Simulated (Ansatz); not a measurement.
# TiAl, response to strain

Base system: TiAl (space group P4/mmm, No. 123; relaxed with 0.1 eV smearing).

```xyz
2
Lattice="2.8239 0.0000 0.0000 0.0000 2.8239 0.0000 0.0000 0.0000 4.0746" Properties=species:S:1:pos:R:3 pbc="T T T"
Al     1.4119     1.4119     2.0373
Ti     0.0000     0.0000     0.0000
```

Cartesian axes are those of the cell as printed.

Strains are applied to the cell and any free atomic positions relax; under biaxial strain the out-of-plane vector relaxes too.

Method: PBE (Ansatz, an electronic-structure program, PAW, no spin-orbit coupling), earlier PAW set.

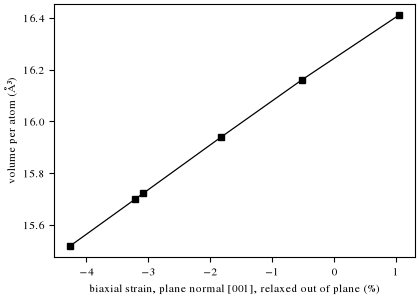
*Volume per atom against biaxial strain, plane normal [001], relaxed out of plane*

Question: From the plot, what is the volume per atom for biaxial strain −1.83 %, plane normal [001], relaxed out of plane?

Answer: About 15.94 Å³.

Question: Is the trend monotonic over the range shown?

Answer: Yes, it rises throughout, spanning 15.52 Å³ to 16.41 Å³.

Stability against distortions was not tested. All final runs are without spin polarisation.
